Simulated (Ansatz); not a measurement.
# Bands, cutoff and cost in G0W0 for PtSe2/PtSe2 (1T bilayer)

Aim: see how the G0W0 gap of PtSe2/PtSe2 (1T bilayer) on PBE moves with empty bands and screening cutoff, and what each rung costs.

Main program and level: Ansatz 0.2.0; G0W0 on PBE, plane waves, PAW; PAW set soft_1.

## 1. The starting structure

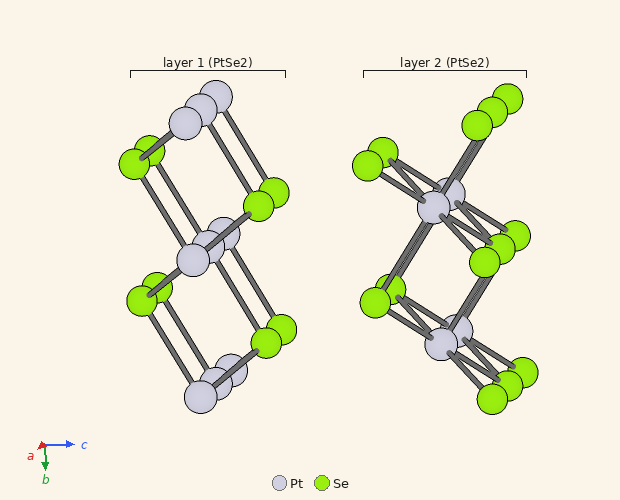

The starting structure, seen from the side, with the c axis across the page (platinum light grey, selenium green). 2×2×1 cells are drawn. Bonds to atoms that aren't drawn are left out. Some periodic images of atoms are drawn too.

The cell holds 6 atoms: 2 Pt and 4 Se. Its edges and angles: a = 3.722 Å, b = 3.722 Å, c = 39.000 Å, α = 90.0°, β = 90.0°, γ = 120.0°. It derives from Pt1Se2. Regions: layer 1 (PtSe2), 3 atoms (1 Pt and 2 Se); layer 2 (PtSe2), 3 atoms (1 Pt and 2 Se). Vacuum lies along c.

The structure was relaxed with PBE-D3(BJ). The runs that relaxed it are not among those shown. Spin-orbit coupling is left out unless a step names it. The Coulomb interaction is cut off across the vacuum.

## 2. 310 empty bands, screening to 44 eV

G0W0 replaces the xc potential by the self-energy, built once from these orbitals. Only a window of levels is corrected, while the sums run over the empty bands that the input names. This step takes PAW set soft_1 files.

The input, input.yaml:

```yaml
crystal:
  lattice:
    - [3.7216582853, 0.0, 0.0]
    - [-1.8608291427, 3.2230506193, 0.0]
    - [0.0, 0.0, 39.0]
  atoms:
    - { symbol: Pt, position: [0.0, 0.0, 0.4328692957] }
    - { symbol: Se, position: [0.3333333333, 0.6666666667, 0.4662805225] }
    - { symbol: Se, position: [0.6666666667, 0.3333333333, 0.3989890657] }
    - { symbol: Pt, position: [0.3333333333, 0.6666666667, 0.5671446757] }
    - { symbol: Se, position: [0.0, 0.0, 0.6010109343] }
    - { symbol: Se, position: [0.6666666667, 0.3333333333, 0.5335265406] }
  periodic: [true, true, false]
kpoints:
  mp_grid: { grid: [6, 6, 1] }
hamiltonian:
  xc: pbe
  pseudopotentials: { kind: paw, azcp: { folder: soft_1 } }
scf:
  occupations: { method: fixed }
gw:
  n_empty_bands: 310
  ecut_chi: 44
  qp_bands: [v2, c2]
  qp_kpoints: band_edges
  screening: { model: contour_deformation }
```

Run with:

```bash
$ ansatz run input.yaml --threads 3 --pin off --max-ram 92160MiB --backend cuda --events-out ev --progress --plain --runs-dir out --devices 1 --max-vram 13GiB
```

Numbers of over 12 decimals in the logs are rounded to 6 here.

The log of the run:

```text
GPUs: using 1 of 1 available (devices: 1).
Engine: ansatz 0.2.0, x86_64-unknown-linux-gnu
Pseudopotentials: kind: paw
Pseudopotential: Pt, paw, valence charge 18, recommended cutoff 420 eV (normal), soft_1/Pt.paw.azcp
Pseudopotential: Se, paw, valence charge 16, recommended cutoff 420 eV (normal), soft_1/Se.paw.azcp
Functional definition: PBE
  parameter kappa = 0.804
  parameter beta = 0.066725
  exchange = pbe_x(kappa = kappa, mu = beta*pi^2/3)
  correlation = pbe_c(beta = beta)
device memory: the entry about to start is reckoned to put 4.7 GiB on a device that reports 43.2 GiB free (of which the cap on the GPU budget leaves the run 13.0 GiB)
GPU FFT provider: cuFFT
GPU libraries: cuBLAS 13.8.2, cuFFT 12.4.0, cuSOLVER 12.3.4
Crystal: 6 atoms, lattice volume = 467.809 Å³
Basis set: ecut = 420 eV, 9215 PW (Γ)
Bands: 60, of which v1, the nominal top of the filled ones, is band 50 counted from 1 (49 counted from 0)
Symmetry: 6 space group operations
Space group: P3m1 (ITA 156), of the structure as read, at distance tolerance 7.8e-5 Å
k-points: 7 of 36 (time reversal used)
Non-local potential: Pt, projectors of the file, l = 0: 3, l = 1: 2, l = 2: 2, l = 3: 1
Non-local potential: Se, projectors of the file, l = 0: 2, l = 1: 2, l = 2: 3, l = 3: 1
PAW form: soft (Blöchl's): semilocal exchange-correlation on the pseudo side does not see the compensation charge
PAW one-centre angular grid: Pt, 590 points (default); XC on 64 Gauss nodes
PAW one-centre angular grid: Se, 590 points (default); XC on 64 Gauss nodes
Initial density: superposition of atomic densities (neutral atoms: chi_scale 0, normalization atom)
Initial wavefunctions: pseudopotential atomic-orbital guess
GPU buffer pool allocated for 168750 grid points (all kernels)
GPU transforms: local potential and band sums: pruned to the plane-wave sphere, on 25×25×270
Functional: x = pbe(κ = 0.804, μ = 0.219515), c = pbe(β = 0.066725)
SCF iter   1: F=—  HF=-46929.621084 eV  |F-HF|=—  |Δ(HF+E_count)|=         —  Δρ=4.11e-2  dr2=8.69e0  ethr=3.10e-3  ⟨swp⟩=6.6  Hψ=1579  notcnv=0  defer=48
preconditioner: auto → Resta (q_TF=auto, 2.110 Å⁻¹)  ε∞=2.4  [insulator: Δε(μ)=1.244 eV  Ē_g=9.559 eV  n_scr=92 (ndim 8)  ℏωp=11.4 eV  f_vac=0.711  ε∞_Penn≈2.4  vacuum switching on, ρ_ref=6.6e-3 e/Å³]
SCF iter   2: F=—  HF=-46928.926761 eV  |F-HF|=—  |Δ(HF+E_count)|=   6.94e-1  Δρ=2.24e-2  dr2=4.74e0  ethr=3.10e-3  ⟨swp⟩=4.0  Hψ=1033  notcnv=0  defer=54
SCF iter   3: F=—  HF=-46928.111471 eV  |F-HF|=—  |Δ(HF+E_count)|=   8.15e-1  Δρ=9.62e-3  dr2=4.94e-1  ethr=3.10e-3  ⟨swp⟩=3.1  Hψ=780  notcnv=0  defer=49
SCF iter   4: F=—  HF=-46928.200308 eV  |F-HF|=—  |Δ(HF+E_count)|=   8.88e-2  Δρ=6.61e-3  dr2=2.73e0  ethr=4.94e-4  ⟨swp⟩=3.6  Hψ=687  notcnv=0  defer=56  recentre
SCF iter   5: F=—  HF=-46928.073273 eV  |F-HF|=—  |Δ(HF+E_count)|=   1.27e-1  Δρ=1.65e-3  dr2=1.04e-1  ethr=4.94e-4  ⟨swp⟩=3.7  Hψ=636  notcnv=0  defer=54
SCF iter   6: F=—  HF=-46928.063918 eV  |F-HF|=—  |Δ(HF+E_count)|=   9.35e-3  Δρ=6.92e-4  dr2=3.71e-3  ethr=1.04e-4  ⟨swp⟩=3.0  Hψ=641  notcnv=0  defer=56
SCF iter   7: F=—  HF=-46928.063925 eV  |F-HF|=—  |Δ(HF+E_count)|=   6.70e-6  Δρ=3.23e-4  dr2=6.89e-4  ethr=3.71e-6  ⟨swp⟩=4.3  Hψ=995  notcnv=0  defer=56
SCF iter   8: F=—  HF=-46928.064063 eV  |F-HF|=—  |Δ(HF+E_count)|=   1.38e-4  Δρ=1.53e-4  dr2=1.33e-4  ethr=6.89e-7  ⟨swp⟩=2.0  Hψ=534  notcnv=0  defer=56
SCF iter   9: F=—  HF=-46928.064134 eV  |F-HF|=—  |Δ(HF+E_count)|=   7.18e-5  Δρ=9.53e-5  dr2=8.75e-5  ethr=1.33e-7  ⟨swp⟩=3.0  Hψ=655  notcnv=0  defer=55
SCF iter  10: F=—  HF=-46928.064133 eV  |F-HF|=—  |Δ(HF+E_count)|=   1.74e-6  Δρ=2.34e-5  dr2=3.14e-6  ethr=8.75e-8  ⟨swp⟩=2.4  Hψ=568  notcnv=0  defer=54
SCF iter  11: F=—  HF=-46928.064134 eV  |F-HF|=—  |Δ(HF+E_count)|=   1.82e-6  Δρ=9.83e-6  dr2=2.93e-7  ethr=3.14e-9  ⟨swp⟩=3.0  Hψ=678  notcnv=0  defer=54
SCF iter  12: F=—  HF=-46928.064135 eV  |F-HF|=—  |Δ(HF+E_count)|=   9.14e-7  Δρ=6.03e-6  dr2=1.31e-6  ethr=1.00e-10  ⟨swp⟩=23.0  Hψ=2627  notcnv=0
SCF iter  13: F=—  HF=-46928.064135 eV  |F-HF|=—  |Δ(HF+E_count)|=   3.02e-8  Δρ=2.45e-6  dr2=3.73e-7  ethr=2.93e-10  ⟨swp⟩=2.0  Hψ=507  notcnv=0
SCF iter  14: F=-46928.064135 eV  HF=-46928.064135 eV  |F-HF|=3.24e-8  |Δ(HF+E_count)|=   7.93e-9  Δρ=9.58e-7  dr2=3.85e-8  ethr=1.00e-10  ⟨swp⟩=3.0  Hψ=1225  notcnv=0
SCF 1 converged in 14 iterations: F = -46928.064135 eV  dr2 = 3.85e-8
  greatest PAW one-centre occupation: 1.000 electrons in one spin orbital (limit 2), on the Pt atom at site 0 (counted from 0), in its partial waves of l = 0
device memory: the entry about to start is reckoned to put 5.7 GiB (of the 5.8 GiB reckoned in all, the device holds 0.1 GiB already) on a device that reports 53.3 GiB free (of which the cap on the GPU budget leaves the run 12.9 GiB)
NSCF: frozen V_eff on 7 k-points
the band table was solved once the SCF had ended and its energy, with any forces and stress, was formed, with the checks that follow a solve (2312 applications of the Hamiltonian). They found nothing against the state; the energy, forces and stress were not computed again (output.eigenvalues in the input reference)
device memory: the entry about to start is reckoned to put 6.7 GiB on a device that reports 52.2 GiB free (of which the cap on the GPU budget leaves the run 13.0 GiB)
NSCF: frozen V_eff on 7 k-points
G₀W₀ screening: q 1/7
[... further progress lines ...]
SCF converged after 14 iterations
Free energy (F): -46928.064135 eV
Harris-Foulkes:  -46928.064135 eV  (|F-HF|=3.24e-8)
Internal energy: -46928.064135 eV  (E = F + TS)
E sigma→0 (E₀):  -46928.064135 eV
Fermi energy:    -5.162025 eV
--- Per-component energies (eV) ---
  E_band       = -3699.976409
  E_kinetic    = 1633.910714
  E_local      = -501782.721713  (includes V_loc(G=0)·N_el)
  E_nonlocal   = -1008.708557
  E_hartree    = 249875.893589
  E_xc         = -804.893584
  E_vxc        = -904.087496  (∫ρ·V_xc dr)
  E_paw        = -27489.005612  (= ΣΔE_a)
  E_vpaw       = -1390.155900  (= ΣTr[D̂ρ^β])
  E_aug_tail   = 0.000796  (compensation charges beyond the density's cutoff)
  E_ewald      = 232647.460231
  E_smearing   = -0.000000  (= −TS)
  E_closure    = -0.000000  (closes the sum)
  Σ components = -46928.064135   (vs F -46928.064135, Δ=0.00e0)
--- Band table (eV; the first three rows and the last of 7) ---
  k-point 0: bands = [... 46 lower, -5.8949, -5.6516, -5.6516, -5.2796, -2.9348, -2.9348, -2.6361, -2.6361, ... 6 higher]
  k-point 1: bands = [... 46 lower, -5.9734, -5.8550, -5.6985, -5.1620, -4.0504, -3.7269, -3.2915, -2.8989, ... 6 higher]
  k-point 2: bands = [... 46 lower, -6.7249, -6.4755, -6.4535, -6.0530, -4.1712, -3.4054, -3.3976, -2.8893, ... 6 higher]
  k-point 6: bands = [... 46 lower, -6.9147, -6.7126, -6.5366, -6.5257, -4.3035, -3.9984, -3.8889, -3.3531, ... 6 higher]
  ° read free of the cell's end (the report's vacuum.weakly_bound_levels)
  °? not known for the slab's own: over its row's bound_up_to_ev there, or no deeper under its free states than its continued_xc_part_ev in size
--- G₀W₀: contour deformation, 7 samples at zero and on the imaginary axis and 1 off it, 36 q-points, 310 empty bands' worth ---
  eigenvalues of the whole cell's RPA ε∞ on this k-mesh (on a slab, of 1 + 4πα/V) = 1.2483, 6.4614, 6.4614; static W/v taken at q = 0 is 0.330247
  gw.qp_kpoints: band_edges: 6 of 7 stored k-points solved, in 1 pass; an edge of the gap read off the rows below is read off those points alone
    valence top: of the k-points left out ik 3 came nearest to being solved in a further pass, in band 50 (counted from 1, as in the quasiparticle table): it holds the edge there only if its correction is more favourable than any solved in that band by at least 1.750 eV; those differ by 0.130 eV
    conduction bottom: of the k-points left out ik 3 came nearest to being solved in a further pass, in band 51 (counted from 1, as in the quasiparticle table): it holds the edge there only if its correction is more favourable than any solved in that band by at least 0.826 eV; those differ by 0.095 eV
    ik  band        ε_KS         Σx   Σc(E_QP)       V_xc       Z   E_QP_lin       E_QP  E_QP is
     0    49     -5.6516   -17.6889     1.6097   -16.1426  0.7213    -5.5884    -5.5882  root
     0    50     -5.2796   -16.5277     1.1039   -15.4914  0.7248    -5.2122    -5.2120  root
     0    51     -2.9348   -17.0765    -2.6006   -20.3571  0.6973    -2.2312    -2.2548  root
     0    52     -2.9348   -17.0765    -2.6006   -20.3571  0.6973    -2.2312    -2.2548  root
     1    49     -5.6985   -19.4420     1.9929   -17.5061  0.7208    -5.6416    -5.6414  root
     1    50     -5.1620   -19.0857     1.4595   -17.7564  0.7253    -5.0324    -5.0319  root
     1    51     -4.0504   -16.4863    -2.2126   -19.2837  0.7272    -3.4504    -3.4655  root
     1    52     -3.7269   -16.0614    -2.4152   -19.0815  0.7217    -3.1038    -3.1221  root
     2    49     -6.4535   -21.1914     2.6626   -18.5374  0.7057    -6.4450    -6.4450  root
     2    50     -6.0530   -20.5226     2.3973   -18.1406  0.7082    -6.0378    -6.0378  root
     2    51     -4.1712   -17.0262    -2.3222   -19.9742  0.7236    -3.5275    -3.5455  root
     2    52     -3.4054   -16.1169    -2.7998   -19.5544  0.6991    -2.7509    -2.7678  root
     4    49     -5.8692   -19.2232     2.1030   -17.1191  0.7129    -5.8703    -5.8703  root
     4    50     -5.6027   -20.3889     2.0760   -18.3842  0.7191    -5.5316    -5.5314  root
     4    51     -4.1951   -15.9402    -2.4253   -18.9598  0.7251    -3.5850    -3.6008  root
     4    52     -4.0281   -16.3686    -2.4750   -19.4719  0.7229    -3.3800    -3.3998  root
     5    49     -6.4071   -22.2994     2.9282   -19.3590  0.7022    -6.4192    -6.4192  root
     5    50     -6.2532   -22.5106     2.8844   -19.6386  0.7054    -6.2407    -6.2407  root
     5    51     -4.1655   -16.2894    -2.4688   -19.3574  0.7227    -3.5497    -3.5664  root
     5    52     -3.8492   -16.1970    -2.6571   -19.4800  0.7157    -3.2017    -3.2233  root
     6    49     -6.5366   -24.5284     3.4569   -21.0776  0.7002    -6.5305    -6.5305  root
     6    50     -6.5257   -24.5993     3.5064   -21.0932  0.6955    -6.5253    -6.5253  root
     6    51     -4.3035   -16.6275    -2.5251   -19.7800  0.7228    -3.6582    -3.6762  root
     6    52     -3.9984   -15.9040    -2.7634   -19.2805  0.7167    -3.3642    -3.3852  root
```

The job ended after 55 s (1 × NVIDIA H100 80GB HBM3 (shared by 6 runs) with 3 threads of AMD EPYC 7R13 (Zen 3), shared host; peak memory 1.7 GiB).

Reading the cycles: dr2 is the Hartree energy of the density residual (eV), the measure of convergence; HF is the Harris–Foulkes estimate of the energy, which meets the free energy F at convergence.

This step gave:

```yaml
bands_summed: 360
plane_waves_in_the_screening_matrix: 283
q_points_in_the_mesh: 36
g0w0_gap_on_the_mesh: 1.356 eV
k_of_the_valence_top: 0, 0.1667, 0
k_of_the_conduction_bottom: 0.3333, 0.3333, 0
starting_gap_on_the_mesh: 0.8585 eV
z_at_the_valence_top: 0.7253
z_at_the_conduction_bottom: 0.7228
least_direct_g0w0_gap_on_the_computed_points: 1.566 eV
```

The gap on the mesh goes from 0.86 eV to 1.36 eV, a correction of +0.50 eV. Between the two edge states, bare exchange in place of the xc potential would open the gap by 4.48 eV, and correlation takes back 3.98 eV.

## 3. 760 empty bands, screening to 80 eV

Bands and screening cutoff are moved together, since each hides the error of the other.

input.yaml: that of step 2 with these lines changed.

```diff
@@ -20,5 +20,6 @@
   occupations: { method: fixed }
+  convergence: { dr2_threshold: 1.0e-10 }
 gw:
-  n_empty_bands: 310
-  ecut_chi: 44
+  n_empty_bands: 760
+  ecut_chi: 80.0
   qp_bands: [v2, c2]
```

The log of the run:

```text
GPUs: using 1 of 1 available (devices: 1).
[...]
GPU FFT provider: cuFFT
GPU libraries: cuBLAS 13.8.2, cuFFT 12.4.0, cuSOLVER 12.3.4
Crystal: 6 atoms, lattice volume = 467.809 Å³
Basis set: ecut = 420 eV, 9215 PW (Γ)
Bands: 60, of which v1, the nominal top of the filled ones, is band 50 counted from 1 (49 counted from 0)
[... 1 set-up line as in the run before ...]
[...]
k-points: 7 of 36 (time reversal used)
[...]
GPU buffer pool allocated for 168750 grid points (all kernels)
[...]
SCF iter   1: F=—  HF=-46929.621084 eV  |F-HF|=—  |Δ(HF+E_count)|=         —  Δρ=4.11e-2  dr2=8.69e0  ethr=3.10e-3  ⟨swp⟩=6.6  Hψ=1579  notcnv=0  defer=48
[...]
SCF iter  17: F=-46928.064135 eV  HF=-46928.064135 eV  |F-HF|=2.91e-10  |Δ(HF+E_count)|=  9.46e-11  Δρ=1.01e-7  dr2=5.73e-11  ethr=1.00e-12  ⟨swp⟩=22.3  Hψ=2593  notcnv=0
SCF 1 converged in 17 iterations: F = -46928.064135 eV  dr2 = 5.73e-11
[...]
NSCF: frozen V_eff on 7 k-points
[...]
G₀W₀ screening: q 1/7
[... further progress lines ...]
SCF converged after 17 iterations
Free energy (F): -46928.064135 eV
[...]
Internal energy: -46928.064135 eV  (E = F + TS)
E sigma→0 (E₀):  -46928.064135 eV
Fermi energy:    -5.162022 eV
[...]
--- Band table (eV; the first three rows and the last of 7) ---
  k-point 0: bands = [... 46 lower, -5.8949, -5.6516, -5.6516, -5.2796, -2.9348, -2.9348, -2.6361, -2.6361, ... 6 higher]
  k-point 1: bands = [... 46 lower, -5.9734, -5.8551, -5.6985, -5.1620, -4.0504, -3.7269, -3.2915, -2.8989, ... 6 higher]
  k-point 2: bands = [... 46 lower, -6.7249, -6.4755, -6.4535, -6.0530, -4.1711, -3.4054, -3.3976, -2.8893, ... 6 higher]
  k-point 6: bands = [... 46 lower, -6.9146, -6.7126, -6.5366, -6.5257, -4.3035, -3.9983, -3.8889, -3.3531, ... 6 higher]
  ° read free of the cell's end (the report's vacuum.weakly_bound_levels)
[...]
bands read: the sum over 810 bands ends inside a degenerate multiplet in 1 slot, whose members it reads at an even weight; the widest, k=0: bands 810 to 811 (counted from 1) at 1/2 each
[...]
0    49     -5.6516   -17.6889     1.2831   -16.1426  0.7162    -5.9175    -5.9148  root
     0    50     -5.2796   -16.5277     0.8070   -15.4914  0.7188    -5.5107    -5.5090  root
     0    51     -2.9348   -17.0765    -2.8835   -20.3571  0.6914    -2.5280    -2.5377  root
     0    52     -2.9348   -17.0765    -2.8835   -20.3571  0.6914    -2.5280    -2.5377  root
     1    49     -5.6985   -19.4420     1.6764   -17.5061  0.7158    -5.9607    -5.9580  root
     1    50     -5.1620   -19.0858     1.1516   -17.7564  0.7197    -5.3407    -5.3398  root
     1    51     -4.0504   -16.4863    -2.4687   -19.2837  0.7224    -3.7177    -3.7217  root
     1    52     -3.7269   -16.0614    -2.6794   -19.0815  0.7166    -3.3804    -3.3863  root
[...]
6    49     -6.5366   -24.5284     3.2009   -21.0776  0.6948    -6.7898    -6.7866  root
     6    50     -6.5257   -24.5993     3.2518   -21.0932  0.6905    -6.7830    -6.7799  root
     6    51     -4.3035   -16.6276    -2.7703   -19.7800  0.7182    -3.9158    -3.9214  root
     6    52     -3.9983   -15.9040    -3.0133   -19.2805  0.7118    -3.6292    -3.6352  root
```

Wall time 65 s (1 × NVIDIA H100 80GB HBM3 (shared by 6 runs) with 3 threads); peak memory 2.8 GiB.

This step gave:

```yaml
bands_summed: 810
plane_waves_in_the_screening_matrix: 771
q_points_in_the_mesh: 36
g0w0_gap_on_the_mesh: 1.418 eV
k_of_the_valence_top: 0, 0.1667, 0
k_of_the_conduction_bottom: 0.3333, 0.3333, 0
starting_gap_on_the_mesh: 0.8585 eV
z_at_the_valence_top: 0.7197
z_at_the_conduction_bottom: 0.7182
least_direct_g0w0_gap_on_the_computed_points: 1.618 eV
```

Against the run with 6×6×1 mesh, 310 empty bands, screening to 44 eV, PAW set soft_1 files, the gap moves by +0.06 eV.

## 4. Convergence and cost

Times are wall times on 1 × NVIDIA H100 80GB HBM3 (shared by 6 runs) with 3 threads of AMD EPYC 7R13 (Zen 3), shared host, good to a factor of about two.

| mesh | files | frequency | bands summed | cutoff (eV) | start (eV) | G0W0 (eV) | time | host memory (GiB) |
| --- | --- | --- | --- | --- | --- | --- | --- | --- |
| 6×6×1 | PAW set soft_1 | contour deformation | 360 | 44 | 0.859 | 1.356 | 55 s | 1.7 |
| 6×6×1 | PAW set soft_1 | contour deformation | 810 | 80 | 0.859 | 1.418 | 65 s | 2.8 |

How the two edges are built up, in eV (the quasiparticle level is the starting level plus Σx plus Σc less Vxc):

| run | edge | start | Σx | Σc | Vxc | Z | QP |
| --- | --- | --- | --- | --- | --- | --- | --- |
| 360 bands | valence top | -5.16 | -19.09 | 1.46 | -17.76 | 0.73 | -5.03 |
| 360 bands | conduction bottom | -4.30 | -16.63 | -2.53 | -19.78 | 0.72 | -3.68 |
| 810 bands | valence top | -5.16 | -19.09 | 1.15 | -17.76 | 0.72 | -5.34 |
| 810 bands | conduction bottom | -4.30 | -16.63 | -2.77 | -19.78 | 0.72 | -3.92 |

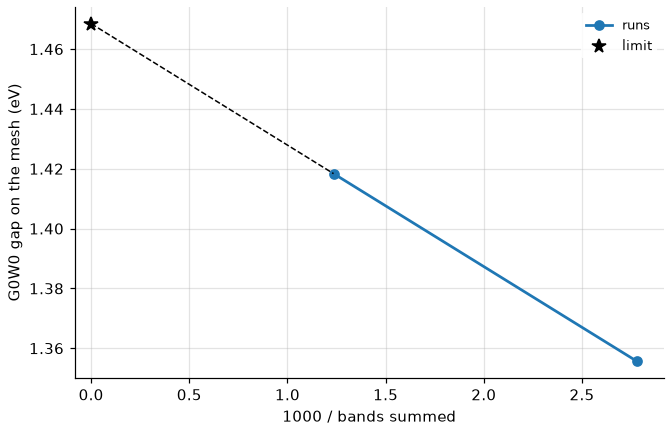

The gap against one over the number of bands; the dashed line carries the two highest rungs to the limit.

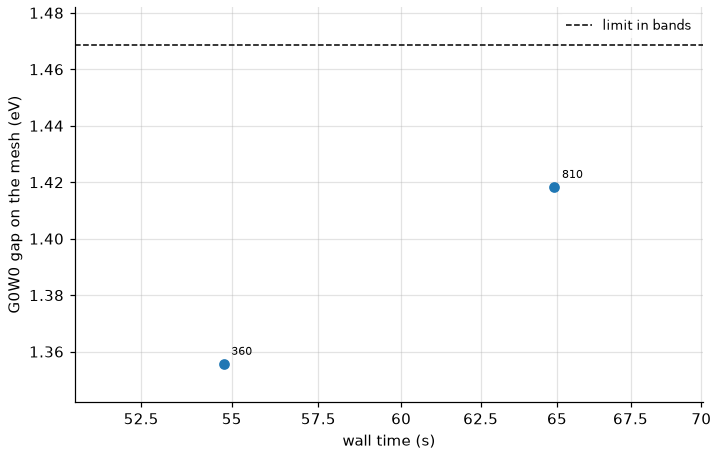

Result against wall time.

## 5. Outcome

| Quantity | Value |
| --- | --- |
| 360 bands, 44 eV | 1.356 eV |
| 810 bands, 80 eV | 1.418 eV |
| estimated limit in bands and cutoff | 1.47 eV |
| mesh and start | 6×6×1, PBE |

What this shows: A line in one over the bands through the two rungs gives 1.47 eV, +0.05 eV from the top rung; with two points alone it is an unchecked estimate. The rungs stand 0.11 eV (360 bands) and 0.05 eV (810 bands) from it. From 360 to 810 bands the gap moves by +0.06 eV. Σc changes by −0.31 eV at the valence top and −0.25 eV at the conduction bottom, so the levels themselves move more than the gap between them. The 6×6×1 mesh misses a band edge: over a band path and its finer mesh (run apart) the PBE gap is 0.44 eV, so the G0W0 gap over the zone may lie about 0.42 eV below its value on the mesh. The mesh in the plane is coarse for a sheet; gap and any exciton binding can still move on denser ones. The runs have no spin polarisation. For a closed low-spin shell that is the natural state; where a d or f shell is open it is a constraint, and the gap is then not the crystal's own. With d states at the gap, one-shot GW leans hard on its start. The many-body steps are scalar-relativistic: spin-orbit coupling is not in them.

[Paths, hosts, dates, memory and timing lines, banners, echoed tables and standing remarks are left out of the program output.]

[Logs are printed without paths, hosts, clocks, repeated set-up lines and the standing remarks that a program may print on its own settings, such as how far it seeks lower states.]

[Runs of the session that timed out or met a known fault of the program may be left out.]

[Cells called generated may have been cut or substituted from an entry of the Crystallography Open Database or the Materials Project.]

[Hosts, paths, dates, database ids (printed as entryN), source tags and the programs' standing remarks are cut or masked in the printed files.]
